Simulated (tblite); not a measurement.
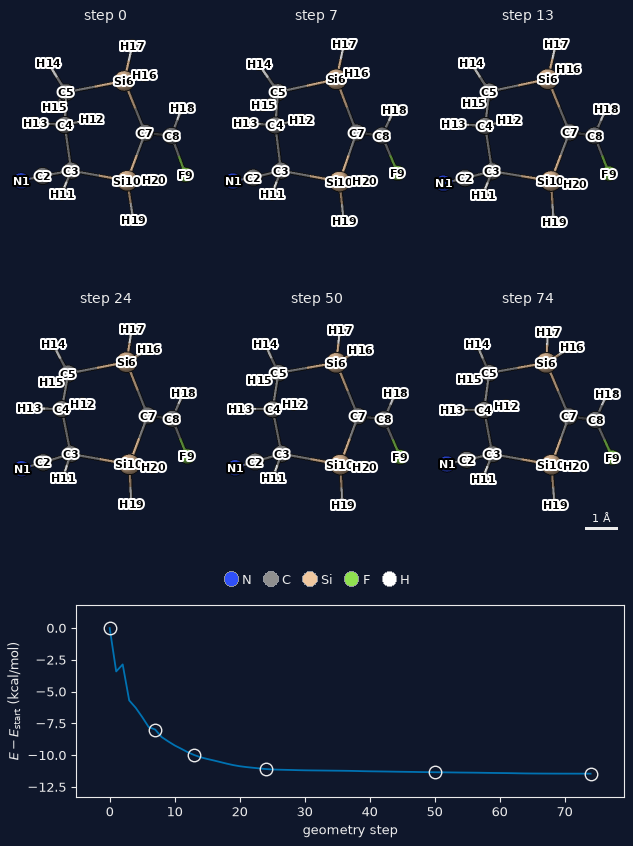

Frames of a relaxation of C$_{6}$H$_{10}$FNSi$_{2}$, marked on the history of the run. The picture is a ball-and-stick view, seen at a tilt.

Computed with GFN2-xTB geometry optimisation, gas phase (tblite 0.8.0). 

Describe the path.

Answer. The energy falls by 11.5 kcal/mol in 74 geometry steps. The atom that moves furthest after the best rigid fit is H16 (0.51 Å). By element the largest moves are H 0.51 Å, C 0.18 Å, F 0.16 Å, N 0.14 Å, Si 0.12 Å. Some distances before and after: C3–Si10 1.851 → 1.927 Å, C2–C3 1.475 → 1.430 Å, C4–C5 1.491 → 1.530 Å, Si6–C7 1.854 → 1.888 Å. Bond angles that change, for instance: C4–C5–Si6 106.0° → 114.5°, F9–C8–H18 118.5° → 110.7°, C4–C5–H14 114.2° → 108.3°. Groups turn about C5–Si6 by about 20°, C4–C5 by about 20°. From step 0 to 7: H atoms move most (0.09 Å), energy −7.98 kcal/mol. From step 7 to 13: H16 moves most (0.18 Å), energy −2.00 kcal/mol. From step 13 to 24: H14 moves most (0.16 Å), energy −1.10 kcal/mol. From step 24 to 50: H15 moves most (0.13 Å), energy −0.25 kcal/mol. From step 50 to 74: H17 moves most (0.15 Å), energy −0.11 kcal/mol.

```csv
step,"E − E(0), kcal/mol"
0,0.00
1,-3.41
2,-2.86
3,-5.69
4,-6.27
5,-7.00
6,-7.79
7,-7.98
8,-8.57
9,-8.91
10,-9.23
13,-9.98
17,-10.53
20,-10.86
23,-11.04
27,-11.15
30,-11.19
34,-11.21
37,-11.23
40,-11.26
44,-11.29
47,-11.32
50,-11.34
54,-11.36
57,-11.38
61,-11.41
64,-11.43
67,-11.44
71,-11.45
74,-11.45
```
